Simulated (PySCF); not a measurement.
# One shape, several levels: C3H5ClOSi (SMILES C#C[SiH](Cl)OC)

Aim: a comparison of 6 runs (HF/STO-3G, HF/3-21G, B3LYP/6-31G*, PBE/pcseg-1, PBE0/def2-SVP) of C3H5ClOSi. Input form: a Python script.

The results are computed with PySCF 2.14.0.

### Step 1. The molecule

C3H5ClOSi: 11 atoms, total charge 0, spin state singlet. SMILES: `C#C[SiH](Cl)OC`. Geometry: relaxed at PBE0-D4/def2-TZVP. This is one conformer, not always the lowest.

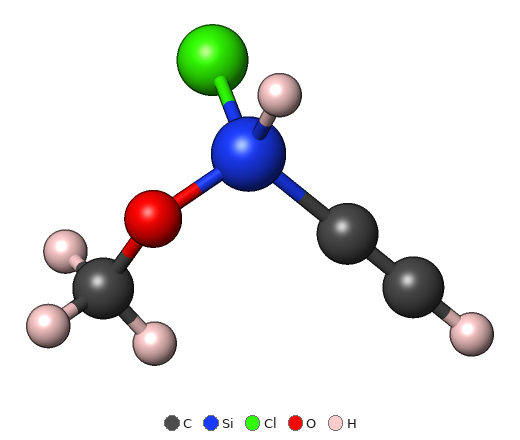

The structure, seen from a chosen angle (carbon dark grey, silicon blue, chlorine green, oxygen red, hydrogen pink).

### Step 2. Energy and gradient at HF/STO-3G (run 1)

Contents of input.xyz:

```xyz
11
C3H5ClOSi
C     -0.937300     0.743000     2.377600
C     -0.126700     0.303700     1.600400
Si     1.107600    -0.328500     0.422800
Cl     1.001800    -2.376300     0.490900
O      0.810500     0.214900    -1.074900
C     -0.413700     0.065900    -1.766300
H     -1.652600     1.128200     3.068300
H      2.470800     0.092500     0.777400
H     -0.600100    -0.985100    -2.005400
H     -1.250700     0.451300    -1.175600
H     -0.344300     0.633400    -2.694600
```

Contents of input.py:

```python
import pyscf.grad
from pyscf import gto, scf

mol = gto.M(
    atom='input.xyz',
    spin=0,
    verbose=3,
    basis='sto-3g',
    max_memory=1860,
)

myscf = scf.RHF(mol)
myscf.conv_tol = 1e-10
myscf.kernel()
if not myscf.converged:
    myscf = myscf.newton().run(myscf.mo_coeff, myscf.mo_occ)

energy = myscf.e_tot
print('E(%s) = %.9f' % ('HF', energy))
grad = myscf.Gradients().kernel()
myscf.analyze()
```

The run is started by

```sh
$ OMP_NUM_THREADS=1 python input.py
```

Standard output:

```text
converged SCF energy = -929.159237789229
[... 12 lines left out ...]
MO #3   energy= -20.2275591646785  occ= 2
[... 7 lines left out ...]
MO #11  energy= -6.09104287393561  occ= 2
[... 7 lines left out ...]
MO #19  energy= -0.727515710723378 occ= 2
[... 7 lines left out ...]
MO #27  energy= -0.383387460487141 occ= 2
[... 7 lines left out ...]
MO #35  energy= 0.482253043796453  occ= 0
[... 7 lines left out ...]
MO #43  energy= 1.40112034067029   occ= 0
[... 12 lines left out ...]
Dipole moment(X, Y, Z, Debye): -0.80687,  2.41312,  0.13114
```

It took 8.1 s on 1 thread of Intel Xeon at 2.50GHz (Skylake/Cascade Lake), shared host; peak memory 0.12 GiB.

### Step 3. Energy and gradient at HF/3-21G (run 2)

Contents of run.py:

```python
import pyscf.grad
from pyscf import gto, scf

mol = gto.M(
    atom='''
C     -0.937300     0.743000     2.377600
C     -0.126700     0.303700     1.600400
Si     1.107600    -0.328500     0.422800
Cl     1.001800    -2.376300     0.490900
O      0.810500     0.214900    -1.074900
C     -0.413700     0.065900    -1.766300
H     -1.652600     1.128200     3.068300
H      2.470800     0.092500     0.777400
H     -0.600100    -0.985100    -2.005400
H     -1.250700     0.451300    -1.175600
H     -0.344300     0.633400    -2.694600
''',
    max_memory=1860,
    basis='3-21g',
    verbose=3,
)

mf = scf.RHF(mol)
mf.conv_tol = 1e-10
mf.kernel()
if not mf.converged:
    mf = mf.newton().run(mf.mo_coeff, mf.mo_occ)

e_tot = mf.e_tot
print(f'total energy: {e_tot:.8f} hartree')
grad = mf.Gradients().kernel()
mf.analyze()
```

The run is started by

```sh
$ OMP_NUM_THREADS=1 python run.py
```

Standard output:

```text
converged SCF energy = -935.047619119277
[... 16 lines left out ...]
MO #7   energy= -10.4926299258526  occ= 2
[... 12 lines left out ...]
MO #20  energy= -0.732969259182361 occ= 2
[... 12 lines left out ...]
MO #33  energy= 0.136073149622457  occ= 0
[... 12 lines left out ...]
MO #46  energy= 0.636181870105657  occ= 0
[... 12 lines left out ...]
MO #59  energy= 1.24676608908113   occ= 0
[... 12 lines left out ...]
MO #72  energy= 3.33388652957436   occ= 0
[... 12 lines left out ...]
Dipole moment(X, Y, Z, Debye): -2.30055,  2.41561,  0.47182
```

It took 8.7 s on 1 thread of Intel Xeon at 2.50GHz (Skylake/Cascade Lake), shared host; peak memory 0.14 GiB.

Runs 3 to 4 aren't shown in full; the table further down has their settings and results.

### Step 4. Energy and gradient at PBE/pcseg-1 (run 5)

Contents of input.py:

```python
from pyscf import gto, dft

mol = gto.M(
    atom='''
C   -0.937300   0.743000   2.377600
C   -0.126700   0.303700   1.600400
Si   1.107600  -0.328500   0.422800
Cl   1.001800  -2.376300   0.490900
O    0.810500   0.214900  -1.074900
C   -0.413700   0.065900  -1.766300
H   -1.652600   1.128200   3.068300
H    2.470800   0.092500   0.777400
H   -0.600100  -0.985100  -2.005400
H   -1.250700   0.451300  -1.175600
H   -0.344300   0.633400  -2.694600
''',
    verbose=4,
    max_memory=1860,
    basis='pcseg-1',
)

myscf = dft.RKS(mol, xc='pbe')
myscf.conv_tol = 1e-10
myscf.grids.level = 5
myscf.kernel()
if not myscf.converged:
    myscf = myscf.newton().run(myscf.mo_coeff, myscf.mo_occ)

e_final = myscf.e_tot
print('Final energy', e_final)
grad = myscf.nuc_grad_method().kernel()
dip = myscf.dip_moment()
pop, q = myscf.mulliken_pop()
```

The run is started by

```sh
$ OMP_NUM_THREADS=1 python input.py
```

Standard output:

```text
PySCF version 2.14.0

[... 86 lines left out ...]
converged SCF energy = -941.624596720019
Final energy -941.6245967200191
[... 12 lines left out ...]
Dipole moment(X, Y, Z, Debye): -1.73984,  1.39163,  0.00977
[... 129 lines left out ...]
charge of   10H =      0.11147
```

Run time: 2.6 min. Hardware: 1 thread of Intel Xeon at 2.50GHz (Skylake/Cascade Lake), shared host; peak memory 1.2 GiB.

### Step 5. Energy and forces at PBE0/def2-SVP (run 6)

Contents of start.xyz:

```xyz
11

C     -0.937300     0.743000     2.377600
C     -0.126700     0.303700     1.600400
Si     1.107600    -0.328500     0.422800
Cl     1.001800    -2.376300     0.490900
O      0.810500     0.214900    -1.074900
C     -0.413700     0.065900    -1.766300
H     -1.652600     1.128200     3.068300
H      2.470800     0.092500     0.777400
H     -0.600100    -0.985100    -2.005400
H     -1.250700     0.451300    -1.175600
H     -0.344300     0.633400    -2.694600
```

Contents of calc.py:

```python
# C#C[SiH](Cl)OC
import pyscf.grad
from pyscf import gto, dft

molecule = gto.M(
    atom='start.xyz',
    verbose=4,
    spin=0,
    max_memory=1860,
    charge=0,
    basis='def2-svp',
)

myscf = dft.RKS(molecule, xc='pbe0')
myscf.grids.level = 5
myscf.conv_tol = 1e-10
myscf.kernel()
if not myscf.converged:
    myscf = myscf.newton().run(myscf.mo_coeff, myscf.mo_occ)

etot = myscf.e_tot
print(f'total energy: {etot:.8f} hartree')
grad = myscf.Gradients().kernel()
dip = myscf.dip_moment()
pop, q = myscf.mulliken_pop()
```

The run is started by

```sh
$ OMP_NUM_THREADS=1 python calc.py
```

Standard output:

```text
PySCF version 2.14.0

[... 80 lines left out ...]
converged SCF energy = -941.384077894043
total energy: -941.38407789 hartree
[... 12 lines left out ...]
Dipole moment(X, Y, Z, Debye): -1.73155,  1.19577,  0.06283
[... 129 lines left out ...]
charge of   10H =      0.05403
```

Wall time 2.2 min (1 thread of Intel Xeon at 2.50GHz (Skylake/Cascade Lake), shared host); peak memory 1.2 GiB.

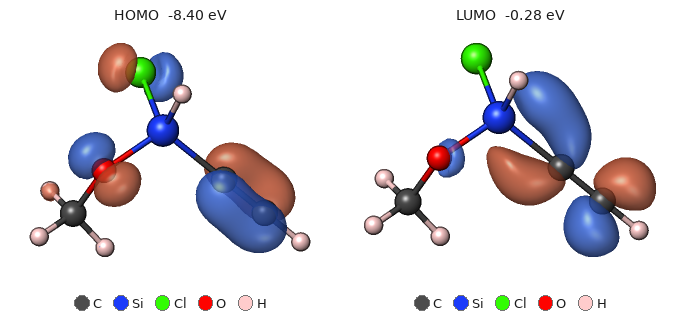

Frontier orbitals of this run, surfaces at ±0.2 Å^-3/2.

### Step 6. Overview of the runs

```csv
run,level,integration grid,Cartesian functions,energy (Eh),dipole moment (D),HOMO energy (eV),LUMO energy (eV),wall time
1,HF/STO-3G,–,no,-929.159238,2.55,-9.49,8.37,8.1 s
2,HF/3-21G,–,no,-935.047619,3.37,-11.57,3.47,8.7 s
3,B3LYP/6-31G* (spherical functions),5,no,-942.253941,2.37,-7.96,-0.31,2 min
4,B3LYP/6-31G* (Cartesian functions),5,yes,-942.262470,2.37,-7.96,-0.32,2.1 min
5,PBE/pcseg-1,5,no,-941.624597,2.23,-7.13,-1.42,2.6 min
6,PBE0/def2-SVP,5,no,-941.384078,2.11,-8.40,-0.28,2.2 min
```

### Step 7. Results

| quantity | value |
| --- | --- |
| run 6: total energy | -941.38408 Eh |
| run 6: dipole moment | 2.11 D |
| run 6: HOMO energy | -8.40 eV |
| run 6: LUMO energy | -0.28 eV |
| run 6: HOMO–LUMO gap | 8.13 eV |
| run 6: largest force on an atom | 0.910 eV/Å |

What this shows: The dipole moment (its size) runs from 2.11 D (PBE0/def2-SVP) to 3.37 D (HF/3-21G). The two ends differ in method and basis. The HOMO–LUMO gap runs from 5.71 eV (PBE/pcseg-1) to 17.86 eV (HF/STO-3G). Totals of different functionals can't be ranked against each other. In run 1 the basis is minimal, so the values are rough. All runs together took 9.1 min, the longest 2.6 min.
